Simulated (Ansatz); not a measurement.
# GeHCl (singlet): B2PLYP, RPA-PBE over vertical spin and charge gaps and displaced geometries, cc-pVDZ

Aim: run GeHCl (singlet) with these functionals over vertical spin and charge gaps and displaced geometries, and hold them against the top wave-function level at the same points.

Computed with Ansatz 0.2.0, Gaussian basis. Level: cc-pVDZ, all electrons in the functionals, frozen cores in the correlation of double hybrids and RPA.

Plan: B2PLYP, RPA-PBE, at charge 0, singlet; charge 0, triplet; charge 1, doublet; displaced geometry v1; displaced geometry v2.

15 further runs of the same task are left out: 8 that didn't finish, 7 set aside as unsound or not needed.

**1. The geometry**

The geometry is a PBE0/def2-TZVP stationary point (not a proven minimum). No spin-orbit coupling is included. The filled d shell of Ge may be among the frozen orbitals whatever the setting's name suggests; the logs give the count.

3 atoms, charge 0, spin multiplicity 1.

Atoms are counted from 1 here; the program's logs count them from 0.

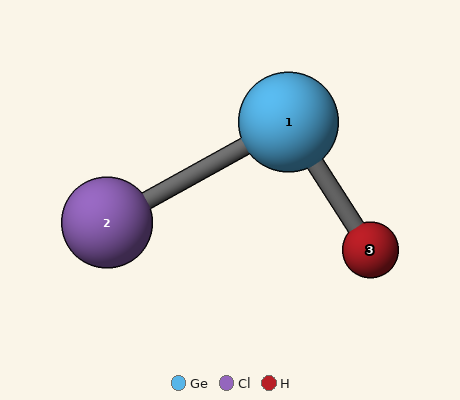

The geometry (germanium blue, chlorine purple, hydrogen red); atoms are numbered from 1 in the order of the file.

No dispersion term is added.

The geometry shown and the zero of energy belong to the point charge 0, singlet. The yardstick, RCCSDT(Q), and other wave-function levels (R restricted, U unrestricted, valence and pair active spaces) come from earlier runs.

**2. B2PLYP, charge 0, singlet**

in.yaml reads:

```yaml
crystal:
  periodic: [false, false, false]
  atoms:
    - {symbol: Ge, position_ang: [0.000000, -0.033402, 0.707833]}
    - {symbol: Cl, position_ang: [0.000000, 0.024074, -1.474553]}
    - {symbol: H, position_ang: [0.000000, 1.560437, 0.853542]}
basis:
  gaussian: {orbitals: cc-pVDZ}
hamiltonian: {xc: {name: B2PLYP}}
correlation: {electrons: outside_noble_gas}
```

Started as:

```sh
$ ansatz run in.yaml --threads 1 --pin off --events-out ev --progress --plain --max-ram 2393MiB
```

The log of the run:

```text
Functional definition: B2PLYP
  name "B2PLYP"
  cite "Grimme, J. Chem. Phys. 124, 034108 (2006) doi:10.1063/1.2148954"
  cite "Becke, Phys. Rev. A 38, 3098 (1988) doi:10.1103/PhysRevA.38.3098"
  cite "Lee, Yang & Parr, Phys. Rev. B 37, 785 (1988) doi:10.1103/PhysRevB.37.785"
  parameter a = 0.53
  parameter c = 0.27
  exchange = (1 - a)*b88_x + a*exact_x
  correlation = (1 - c)*lyp_c + c*(mp2_os + mp2_ss)
566 factors; integrals over basis functions are off by at most 1.1e-3 eV
mean field evaluation 1: about -69038.7918 eV, gradient 1.3e1 eV
mean field evaluation 2: about -69038.8282 eV, gradient 1.3e1 eV
mean field evaluation 4: about -69039.4051 eV, gradient 6.8e-1 eV
mean field evaluation 8: about -69039.4085 eV, gradient 1.3e-2 eV
mean field evaluation 16: about -69039.4085 eV, gradient 6.3e-6 eV
mean field -69039.40851400 eV, -2537.1514662978 hartree, gradient 6.3e-6 eV, S^2 0.000000; 0 other end points of the search recorded, 0 dependent functions left out
19 core orbitals not correlated: weight in the atoms' cores, before any rotation towards them, 0.999 or more for the frozen orbitals, at most 0.001 for the correlated occupied ones
reference -69039.40863361 eV, -2537.1514706934 hartree; 6, 6 occupied and 25, 25 virtual orbitals, 566 factors
second order -7.12546262 eV of doubles, -0.00000000 eV of singles
Total energy: -69041.33250852 eV, -2537.2221717922 hartree
```

Run time: 1.5 s. Hardware: 1 thread of Arm Neoverse V2, shared host.

**3. B2PLYP, charge 0, triplet**

in.yaml, as its differences from that of step 2:

```diff
@@ -8,2 +8,3 @@
   gaussian: {orbitals: cc-pVDZ}
+magnetization: {spin_polarized: true, initial_magnetization: 2}
 hamiltonian: {xc: {name: B2PLYP}}
```

Same command.

The log of the run, shortened:

```text
Functional definition: B2PLYP
  name "B2PLYP"
  cite "Grimme, J. Chem. Phys. 124, 034108 (2006) doi:10.1063/1.2148954"
  cite "Becke, Phys. Rev. A 38, 3098 (1988) doi:10.1103/PhysRevA.38.3098"
  cite "Lee, Yang & Parr, Phys. Rev. B 37, 785 (1988) doi:10.1103/PhysRevB.37.785"
[...]
566 factors; integrals over basis functions are off by at most 1.1e-3 eV
[...]
mean field -69037.61067091 eV, -2537.0853967828 hartree, gradient 5.4e-6 eV, S^2 2.009183; 0 other end points of the search recorded, 0 dependent functions left out
19 core orbitals not correlated: weight in the atoms' cores, before any rotation towards them, 0.998 or more for the frozen orbitals, at most 0.001 for the correlated occupied ones
reference -69037.61079092 eV, -2537.0854011930 hartree; 7, 5 occupied and 24, 26 virtual orbitals, 566 factors
second order -6.70051288 eV of doubles, -0.00000000 eV of singles
Total energy: -69039.41992940 eV, -2537.1518858058 hartree
```

Wall time 1.8 s (1 thread of Arm Neoverse V2, shared host).

From the report: ⟨S²⟩ of the determinant 2.009 (pure triplet: 2.00).

From charge 0, singlet: +44.1 kcal/mol.

**4. B2PLYP, charge 1, doublet**

in.yaml, as its differences from that of step 3:

```diff
@@ -8,3 +8,4 @@
   gaussian: {orbitals: cc-pVDZ}
-magnetization: {spin_polarized: true, initial_magnetization: 2}
+total_charge: 1
+magnetization: {spin_polarized: true, initial_magnetization: 1}
 hamiltonian: {xc: {name: B2PLYP}}
```

Same command.

The log of the run, shortened:

```text
Functional definition: B2PLYP
  name "B2PLYP"
  cite "Grimme, J. Chem. Phys. 124, 034108 (2006) doi:10.1063/1.2148954"
  cite "Becke, Phys. Rev. A 38, 3098 (1988) doi:10.1103/PhysRevA.38.3098"
  cite "Lee, Yang & Parr, Phys. Rev. B 37, 785 (1988) doi:10.1103/PhysRevB.37.785"
[...]
566 factors; integrals over basis functions are off by at most 1.1e-3 eV
[...]
mean field -69030.05994312 eV, -2536.8079126544 hartree, gradient 4.3e-6 eV, S^2 0.767519; 2 other end points of the search recorded, 0 dependent functions left out
19 core orbitals not correlated: weight in the atoms' cores, before any rotation towards them, 0.999 or more for the frozen orbitals, at most 0.001 for the correlated occupied ones
reference -69030.06006288 eV, -2536.8079170554 hartree; 6, 5 occupied and 25, 26 virtual orbitals, 566 factors
second order -6.85893335 eV of doubles, -0.00000000 eV of singles
Total energy: -69031.91197488 eV, -2536.8759735664 hartree
```

Run time: 2.5 s. Hardware: 1 thread of Arm Neoverse V2, shared host.

From the report: ⟨S²⟩ of the determinant 0.768 (pure doublet: 0.75).

From charge 0, singlet: +217.2 kcal/mol.

**5. B2PLYP, displaced geometry v1**

in.yaml reads:

```yaml
crystal:
  periodic: [false, false, false]
  atoms:
    - {symbol: Ge, position_ang: [-0.000165, -0.028555, 0.711954]}
    - {symbol: Cl, position_ang: [-0.000998, 0.012778, -1.481585]}
    - {symbol: H, position_ang: [0.046966, 1.608451, 0.803897]}
basis:
  gaussian: {orbitals: cc-pVDZ}
hamiltonian: {xc: {name: B2PLYP}}
correlation: {electrons: outside_noble_gas}
```

Launched as before.

The log of the run, shortened:

```text
Functional definition: B2PLYP
  name "B2PLYP"
  cite "Grimme, J. Chem. Phys. 124, 034108 (2006) doi:10.1063/1.2148954"
  cite "Becke, Phys. Rev. A 38, 3098 (1988) doi:10.1103/PhysRevA.38.3098"
  cite "Lee, Yang & Parr, Phys. Rev. B 37, 785 (1988) doi:10.1103/PhysRevB.37.785"
[...]
566 factors; integrals over basis functions are off by at most 1.2e-3 eV
[...]
mean field -69039.39592349 eV, -2537.1510036049 hartree, gradient 8.0e-6 eV, S^2 0.000000; 0 other end points of the search recorded, 0 dependent functions left out
19 core orbitals not correlated: weight in the atoms' cores, before any rotation towards them, 0.999 or more for the frozen orbitals, at most 0.001 for the correlated occupied ones
reference -69039.39604316 eV, -2537.1510080028 hartree; 6, 6 occupied and 25, 25 virtual orbitals, 566 factors
second order -7.14033483 eV of doubles, -0.00000000 eV of singles
Total energy: -69041.32393357 eV, -2537.2218566684 hartree
```

Run time: 1.5 s. Hardware: 1 thread of Arm Neoverse V2, shared host.

From charge 0, singlet: +0.2 kcal/mol.

**6. B2PLYP, displaced geometry v2**

in.yaml reads:

```yaml
crystal:
  periodic: [false, false, false]
  atoms:
    - {symbol: Ge, position_ang: [0.054392, -0.035901, 0.704034]}
    - {symbol: Cl, position_ang: [-0.110482, 0.029949, -1.466758]}
    - {symbol: H, position_ang: [-0.033862, 1.533888, 0.853157]}
basis:
  gaussian: {orbitals: cc-pVDZ}
magnetization: {spin_polarized: true, initial_magnetization: 0}
hamiltonian: {xc: {name: B2PLYP}}
correlation: {electrons: outside_noble_gas}
```

Same command.

The log of the run, shortened:

```text
Functional definition: B2PLYP
  name "B2PLYP"
  cite "Grimme, J. Chem. Phys. 124, 034108 (2006) doi:10.1063/1.2148954"
  cite "Becke, Phys. Rev. A 38, 3098 (1988) doi:10.1103/PhysRevA.38.3098"
  cite "Lee, Yang & Parr, Phys. Rev. B 37, 785 (1988) doi:10.1103/PhysRevB.37.785"
[...]
565 factors; integrals over basis functions are off by at most 1.1e-3 eV
[...]
mean field -69039.40350039 eV, -2537.1512820510 hartree, gradient 4.7e-6 eV, S^2 0.000000; 2 other end points of the search recorded, 0 dependent functions left out
19 core orbitals not correlated: weight in the atoms' cores, before any rotation towards them, 0.999 or more for the frozen orbitals, at most 0.001 for the correlated occupied ones
reference -69039.40361970 eV, -2537.1512864353 hartree; 6, 6 occupied and 25, 25 virtual orbitals, 565 factors
second order -7.11880559 eV of doubles, -0.00000000 eV of singles
Total energy: -69041.32569721 eV, -2537.2219214809 hartree
```

Wall time 2.1 s (1 thread of Arm Neoverse V2, shared host).

From the report: ⟨S²⟩ of the determinant 0.000 (pure singlet: 0.00).

From charge 0, singlet: +0.2 kcal/mol.

**7. RPA-PBE, charge 0, singlet**

in.yaml reads:

```yaml
crystal:
  periodic: [false, false, false]
  atoms:
    - {symbol: Ge, position_ang: [0.000000, -0.033402, 0.707833]}
    - {symbol: Cl, position_ang: [0.000000, 0.024074, -1.474553]}
    - {symbol: H, position_ang: [0.000000, 1.560437, 0.853542]}
basis:
  gaussian: {orbitals: cc-pVDZ}
hamiltonian: {xc: {name: PBE}}
correlation: {method: rpa, electrons: outside_noble_gas}
```

Same command.

The log of the run, shortened:

```text
Functional definition: PBE
  name "PBE"
  cite "Perdew, Burke & Ernzerhof, Phys. Rev. Lett. 77, 3865 (1996) doi:10.1103/PhysRevLett.77.3865"
  parent pbe
[...]
566 factors; integrals over basis functions are off by at most 1.1e-3 eV
[...]
mean field -69042.97189148 eV, -2537.2824180049 hartree, gradient 6.5e-6 eV, S^2 0.000000; 0 other end points of the search recorded, 0 dependent functions left out
19 core orbitals not correlated: weight in the atoms' cores, before any rotation towards them, 0.998 or more for the frozen orbitals, at most 0.002 for the correlated occupied ones
reference -68991.95630433 eV, -2535.4076297564 hartree; 6, 6 occupied and 25, 25 virtual orbitals, 566 factors
Total energy: -69002.06106119 eV, -2535.7789727220 hartree
```

It took 1.2 s on 1 thread of Arm Neoverse V2, shared host.

**8. RPA-PBE, charge 0, triplet**

in.yaml, as its differences from that of step 7:

```diff
@@ -8,2 +8,3 @@
   gaussian: {orbitals: cc-pVDZ}
+magnetization: {spin_polarized: true, initial_magnetization: 2}
 hamiltonian: {xc: {name: PBE}}
```

Launched as before.

The log of the run, shortened:

```text
Functional definition: PBE
  name "PBE"
  cite "Perdew, Burke & Ernzerhof, Phys. Rev. Lett. 77, 3865 (1996) doi:10.1103/PhysRevLett.77.3865"
  parent pbe
[...]
566 factors; integrals over basis functions are off by at most 1.1e-3 eV
[...]
mean field -69041.15197168 eV, -2537.2155371855 hartree, gradient 4.3e-6 eV, S^2 2.002762; 0 other end points of the search recorded, 0 dependent functions left out
19 core orbitals not correlated: weight in the atoms' cores, before any rotation towards them, 0.997 or more for the frozen orbitals, at most 0.002 for the correlated occupied ones
reference -68990.43917912 eV, -2535.3518764333 hartree; 7, 5 occupied and 24, 26 virtual orbitals, 566 factors
Total energy: -69000.15034752 eV, -2535.7087552896 hartree
```

Run time: 1.6 s. Hardware: 1 thread of Arm Neoverse V2, shared host.

From the report: ⟨S²⟩ of the determinant 2.003 (pure triplet: 2.00).

From charge 0, singlet: +44.1 kcal/mol.

**9. RPA-PBE, charge 1, doublet**

in.yaml, as its differences from that of step 8:

```diff
@@ -8,3 +8,4 @@
   gaussian: {orbitals: cc-pVDZ}
-magnetization: {spin_polarized: true, initial_magnetization: 2}
+total_charge: 1
+magnetization: {spin_polarized: true, initial_magnetization: 1}
 hamiltonian: {xc: {name: PBE}}
```

Launched as before.

The log of the run, shortened:

```text
Functional definition: PBE
  name "PBE"
  cite "Perdew, Burke & Ernzerhof, Phys. Rev. Lett. 77, 3865 (1996) doi:10.1103/PhysRevLett.77.3865"
  parent pbe
[...]
566 factors; integrals over basis functions are off by at most 1.1e-3 eV
[...]
mean field -69033.64377172 eV, -2536.9396159264 hartree, gradient 8.1e-6 eV, S^2 0.754041; 2 other end points of the search recorded, 0 dependent functions left out
19 core orbitals not correlated: weight in the atoms' cores, before any rotation towards them, 0.998 or more for the frozen orbitals, at most 0.001 for the correlated occupied ones
reference -68982.81678174 eV, -2535.0717584964 hartree; 6, 5 occupied and 25, 26 virtual orbitals, 566 factors
Total energy: -68992.69739054 eV, -2535.4348641723 hartree
```

Run time: 2.7 s. Hardware: 1 thread of Arm Neoverse V2, shared host.

From the report: ⟨S²⟩ of the determinant 0.754 (pure doublet: 0.75).

From charge 0, singlet: +215.9 kcal/mol.

**10. RPA-PBE, displaced geometry v1**

in.yaml reads:

```yaml
crystal:
  periodic: [false, false, false]
  atoms:
    - {symbol: Ge, position_ang: [-0.000165, -0.028555, 0.711954]}
    - {symbol: Cl, position_ang: [-0.000998, 0.012778, -1.481585]}
    - {symbol: H, position_ang: [0.046966, 1.608451, 0.803897]}
basis:
  gaussian: {orbitals: cc-pVDZ}
hamiltonian: {xc: {name: PBE}}
correlation: {method: rpa, electrons: outside_noble_gas}
```

Same command.

The log of the run, shortened:

```text
Functional definition: PBE
  name "PBE"
  cite "Perdew, Burke & Ernzerhof, Phys. Rev. Lett. 77, 3865 (1996) doi:10.1103/PhysRevLett.77.3865"
  parent pbe
[...]
566 factors; integrals over basis functions are off by at most 1.2e-3 eV
[...]
mean field -69042.97758535 eV, -2537.2826272505 hartree, gradient 7.8e-6 eV, S^2 0.000000; 0 other end points of the search recorded, 0 dependent functions left out
19 core orbitals not correlated: weight in the atoms' cores, before any rotation towards them, 0.998 or more for the frozen orbitals, at most 0.002 for the correlated occupied ones
reference -68991.92900663 eV, -2535.4066265847 hartree; 6, 6 occupied and 25, 25 virtual orbitals, 566 factors
Total energy: -69002.05778284 eV, -2535.7788522447 hartree
```

Wall time 1.1 s (1 thread of Arm Neoverse V2, shared host).

From charge 0, singlet: +0.1 kcal/mol.

**11. RPA-PBE, displaced geometry v2**

in.yaml reads:

```yaml
crystal:
  periodic: [false, false, false]
  atoms:
    - {symbol: Ge, position_ang: [0.054392, -0.035901, 0.704034]}
    - {symbol: Cl, position_ang: [-0.110482, 0.029949, -1.466758]}
    - {symbol: H, position_ang: [-0.033862, 1.533888, 0.853157]}
basis:
  gaussian: {orbitals: cc-pVDZ}
magnetization: {spin_polarized: true, initial_magnetization: 0}
hamiltonian: {xc: {name: PBE}}
correlation: {method: rpa, electrons: outside_noble_gas}
```

Launched as before.

The log of the run, shortened:

```text
Functional definition: PBE
  name "PBE"
  cite "Perdew, Burke & Ernzerhof, Phys. Rev. Lett. 77, 3865 (1996) doi:10.1103/PhysRevLett.77.3865"
  parent pbe
[...]
565 factors; integrals over basis functions are off by at most 1.1e-3 eV
[...]
mean field -69042.95856789 eV, -2537.2819283718 hartree, gradient 4.1e-6 eV, S^2 0.000000; 2 other end points of the search recorded, 0 dependent functions left out
19 core orbitals not correlated: weight in the atoms' cores, before any rotation towards them, 0.998 or more for the frozen orbitals, at most 0.002 for the correlated occupied ones
reference -68991.95795196 eV, -2535.4076903058 hartree; 6, 6 occupied and 25, 25 virtual orbitals, 565 factors
Total energy: -69002.05105830 eV, -2535.7786051226 hartree
```

Wall time 1.8 s (1 thread of Arm Neoverse V2, shared host).

From the report: ⟨S²⟩ of the determinant 0.000 (pure singlet: 0.00).

From charge 0, singlet: +0.2 kcal/mol.

**12. The comparison**

The yardstick is RCCSDT(Q), where the cluster series has nearly closed. It comes from earlier runs at the same points. Energies in kcal/mol, counted from charge 0, singlet; blanks weren't run or aren't comparable.

```
    level  singlet to triplet  ionisation to the doublet cation  displacement v1  displacement v2
RCCSDT(Q)                42.5                             214.9              0.2                 
   B2PLYP                44.1                             217.2              0.2              0.2
  RPA-PBE                44.1                             215.9              0.1              0.2
```

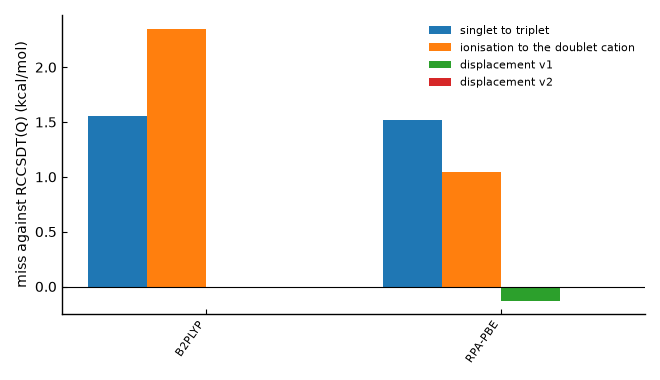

Misses of the gaps against RCCSDT(Q).

Largest miss and mean time a point (RCCSDT(Q) took 8.6 s a point; shared hosts):

| level | largest miss (kcal/mol) | where | time a point |
| --- | --- | --- | --- |
| B2PLYP | +2.4 | ionisation to the doublet cation | 1.9 s |
| RPA-PBE | +1.5 | singlet to triplet | 1.7 s |

**13. Outcome**

| quantity | value |
| --- | --- |
| singlet to triplet, RCCSDT(Q) | 42.5 kcal/mol |
| ionisation to the doublet cation, RCCSDT(Q) | 214.9 kcal/mol |
| displacement v1, RCCSDT(Q) | 0.2 kcal/mol |
| largest miss, B2PLYP | +2.4 kcal/mol (ionisation to the doublet cation) |
| largest miss, RPA-PBE | +1.5 kcal/mol (singlet to triplet) |

**Reading.** Misses are known at 3 of 4 points at best, and only functionals with that many are ranked. Of the functionals, RPA-PBE keep the smallest largest miss at the points compared (at most 1.5 kcal/mol) and B2PLYP strays most (2.4 kcal/mol, at ionisation to the doublet cation). Functionals and the yardstick converge differently with the basis, so part of each miss in cc-pVDZ is the basis.
